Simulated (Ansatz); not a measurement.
```yaml
crystal:
  lattice:
    - [0.00000, 5.94085, 5.94085]
    - [5.94085, 0.00000, 5.94085]
    - [5.94085, 5.94085, 0.00000]
  atoms:
    - { symbol: Ga, position: [0.00701, 0.00701, 0.00701] }
    - { symbol: Ga, position: [0.00701, 0.00701, 0.47896] }
    - { symbol: Ga, position: [0.00701, 0.47896, 0.00701] }
    - { symbol: Ga, position: [0.97896, 0.50701, 0.50701] }
    - { symbol: Ga, position: [0.47896, 0.00701, 0.00701] }
    - { symbol: Ga, position: [0.50701, 0.97896, 0.50701] }
    - { symbol: Ga, position: [0.50701, 0.50701, 0.97896] }
    - { symbol: Ga, position: [0.50701, 0.50701, 0.50701] }
    - { symbol: P, position: [0.12500, 0.12500, 0.12500] }
    - { symbol: Sb, position: [0.12500, 0.12500, 0.62500] }
    - { symbol: Sb, position: [0.12500, 0.62500, 0.12500] }
    - { symbol: Sb, position: [0.12500, 0.62500, 0.62500] }
    - { symbol: Sb, position: [0.62500, 0.12500, 0.12500] }
    - { symbol: Sb, position: [0.62500, 0.12500, 0.62500] }
    - { symbol: Sb, position: [0.62500, 0.62500, 0.12500] }
    - { symbol: P, position: [0.62500, 0.62500, 0.62500] }
```

Space group P-43m; a generated structure, not necessarily the stable one.

Level of theory: DFT PBEsol, spin-orbit coupling, plane waves, PAW in Ansatz 0.2.0.

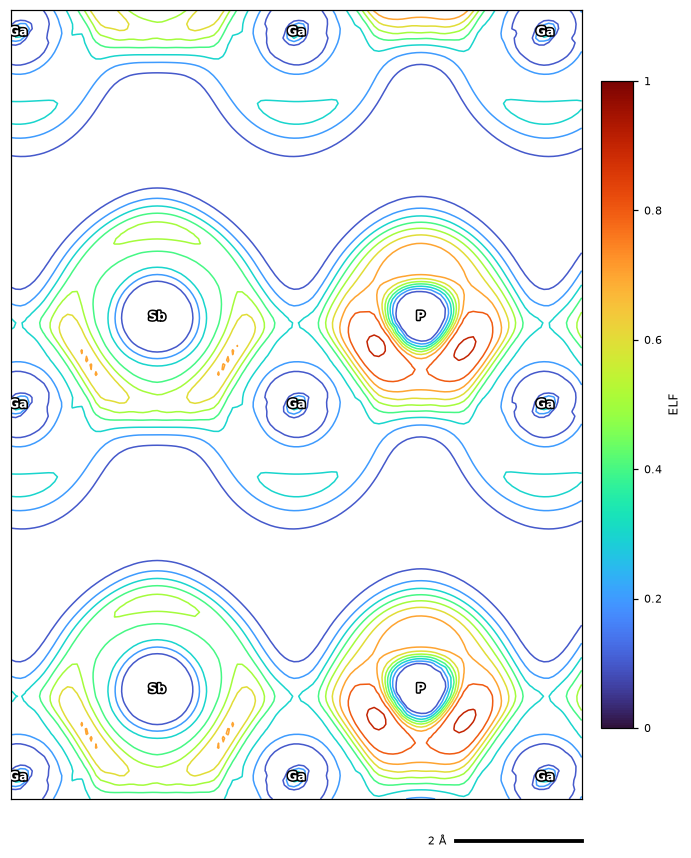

Ga$_{4}$Sb$_{3}$P. ELF on the (101̄) plane of the calculation cell.

Core electrons are frozen (PAW), and the valence fields are smoothed inside the atomic spheres.

Q: What does the map show?

A: Atoms in the plane: Ga, P and Sb. Ga–P (2.43 Å): the ELF peaks at about 0.90 in the valence shell of P, 0.9 Å from its nucleus, and is about 0.75 at the midpoint. Ga–Sb (2.62 Å): the ELF peaks at about 0.70 between the atoms.
